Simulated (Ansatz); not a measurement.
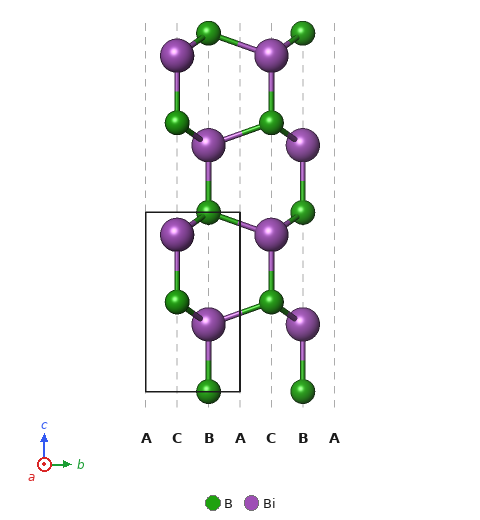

The picture looks along a close-packed row of the hexagonal mesh; c points upwards. The dashed lines mark the three columns A (0, 0), B (1/3, 2/3) and C (2/3, 1/3). The sequence starts with the first layer at or above the cell's origin.

BiB. Coordinates: coordinates from a relaxation with DFT, HSE06, plane waves, PAW in Ansatz 0.2.0; the starting structure was generated, so it need not be a known form of this composition.

List the layers of one repeat.

B(B) – Bi(B) – B(C) – Bi(C) (four layers in 6.32 Å).

How are the B layers alone stacked?

B layers alone: BC, the hexagonal close-packed type.

Which positions between or in the B layers do the other atoms fill?

Bi: two tetrahedral sites, counted in one hexagonal cell.

What short polytype symbol fits?

Polytype symbol 2H, the symbol of a tetrahedral polytype (number of double layers in the repeat and lattice).
